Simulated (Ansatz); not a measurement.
**GaN₂H₉: single-point calculation**

- system: GaN₂H₉
- method: RKS PBE0-D4/def2-TZVPP (Ansatz 0.2.0)

The geometry is the reactant side of a reaction. The reaction was set up to form Ga1–N6, H5–N8 and H2–H7 and to break Ga1–H2, H5–N6 and H7–N8 (atoms counted from 1 in the order of the input); sticks are drawn by distance alone. The geometry comes from this level: PBE0-D4/def2-TZVP.

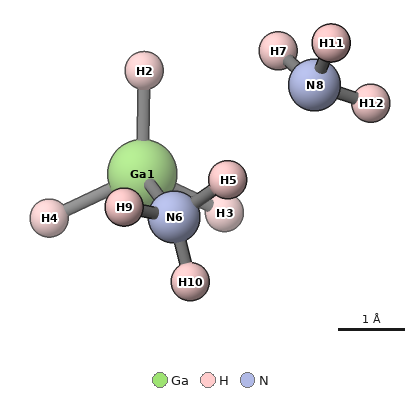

**Figure 1.** The structure (ball-and-stick view, seen at a tilt; atoms are numbered from 1 in the order of the input). Sticks mark near contacts.

### Input file
```yaml
crystal:
  periodic: [false, false, false]
  atoms:
    - {symbol: Ga, position_ang: [-1.010163, 0.622380, -1.283838]}
    - {symbol: H, position_ang: [0.309522, 1.513144, -1.214953]}
    - {symbol: H, position_ang: [-0.846803, -0.788061, -1.989691]}
    - {symbol: H, position_ang: [-2.387670, 1.382490, -1.432413]}
    - {symbol: H, position_ang: [-0.117129, -0.328742, 0.948962]}
    - {symbol: N, position_ang: [-1.072685, -0.005923, 0.728099]}
    - {symbol: H, position_ang: [1.833688, 0.100247, -0.106356]}
    - {symbol: N, position_ang: [1.794516, -0.599031, 0.630104]}
    - {symbol: H, position_ang: [-1.321960, 0.748369, 1.356295]}
    - {symbol: H, position_ang: [-1.728048, -0.764683, 0.870149]}
    - {symbol: H, position_ang: [2.531678, -0.390002, 1.291967]}
    - {symbol: H, position_ang: [2.015151, -1.490185, 0.201673]}
basis:
  gaussian: {orbitals: def2-TZVPP}
hamiltonian: {xc: pbe0, dispersion: d4}
output: {orbitals: {seedname: orbitals}}
```

Launch command:
```bash
ansatz run in.yaml --threads 4 --pin off --events-out ev --progress --plain --max-ram 9574MiB
```

### The program's output
```
Functional definition: PBE0
  name "PBE0"
  cite "Adamo & Barone, J. Chem. Phys. 110, 6158 (1999) doi:10.1063/1.478522"
  cite "Perdew, Burke & Ernzerhof, Phys. Rev. Lett. 77, 3865 (1996) doi:10.1103/PhysRevLett.77.3865"
  parent pbe
  parameter a = 0.25
  parameter kappa = 0.804
  parameter beta = 0.06672455060314922
  exchange = (1 - a)*pbe_x(kappa = kappa, mu = beta*pi^2/3) + a*exact_x
  correlation = pbe_c(beta = beta)
1254 factors; their error is unknown
mean field evaluation 1: about -55486.7327 eV, gradient 7.3e1 eV
mean field evaluation 2: about -55479.6326 eV, gradient 9.1e1 eV
mean field evaluation 4: about -55495.9395 eV, gradient 1.4e0 eV
mean field evaluation 8: about -55496.1312 eV, gradient 8.6e-2 eV
mean field -55496.13124540 eV, -2039.4452066398 hartree, gradient 2.2e-5 eV, S^2 0.000000; 0 other end points of the search recorded, 0 dependent functions left out
reference -55496.13128085 eV, -2039.4452079424 hartree; 27, 27 occupied and 209, 209 virtual orbitals, 1254 factors
Total energy: -55496.28502403 eV, -2039.4508578999 hartree
```

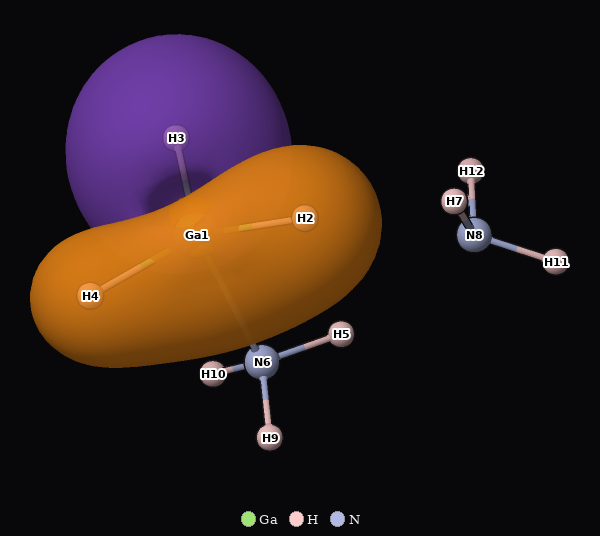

**Figure 2.** One frontier orbital at ±0.1 Å⁻³ᐟ² (orange and purple are the two phases), seen at a tilt. The HOMO, at −7.28 eV. By Hirshfeld shares it lies mainly on H3 (40 %), Ga1 (40 %) and H2 (15 %).

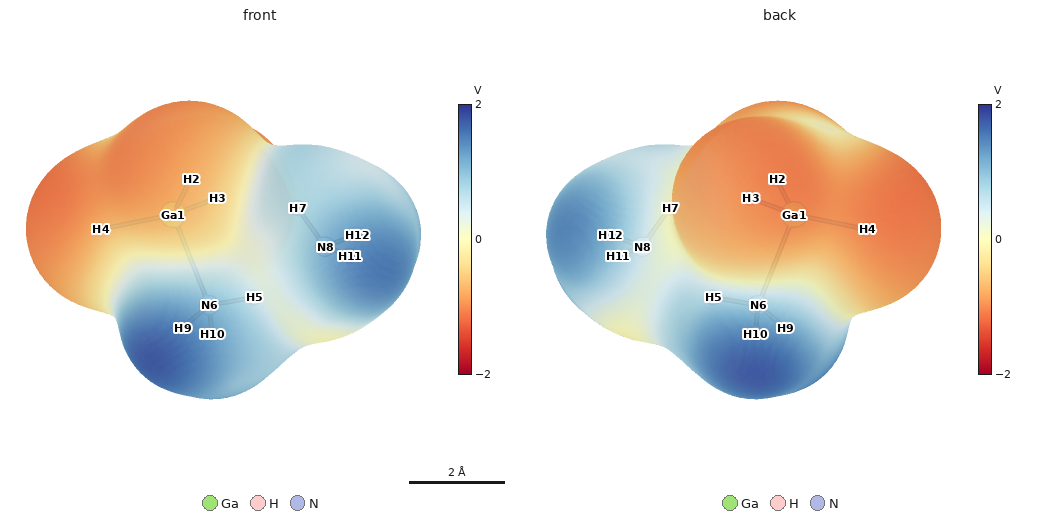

**Figure 3.** The molecular electrostatic potential painted on the density surface at 0.001 e/bohr³, seen at a tilt and from behind; red is negative and blue positive.

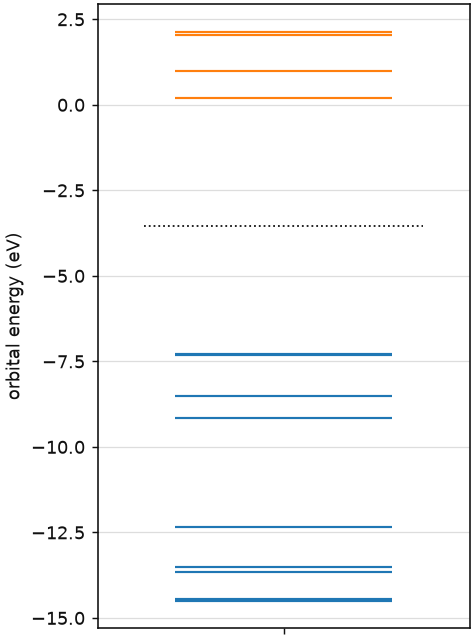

**Figure 4.** Orbital energies near the frontier; the dotted line parts filled from empty levels, and levels within 0.02 eV of each other stand side by side. Highest filled −7.28 eV, lowest empty 0.19 eV, 7.47 eV apart.

### Results in brief

```json
{"quantity": "outcome", "value": "converged"}
{"quantity": "total energy", "value": "−55496.2850 eV"}
{"quantity": "mean-field energy", "value": "−55496.1313 eV"}
{"quantity": "dispersion energy", "value": "−0.1537 eV"}
{"quantity": "SCF solution under orbital rotations", "value": "stable"}
{"quantity": "HOMO", "value": "−7.28 eV"}
{"quantity": "LUMO", "value": "0.19 eV"}
{"quantity": "hardware", "value": "4 threads of Arm Neoverse V1, 23 GiB of memory available, shared host"}
{"quantity": "wall time", "value": "2.3 s (CPU time 8.3 s)"}
{"quantity": "peak memory", "value": "0.53 GiB"}
```
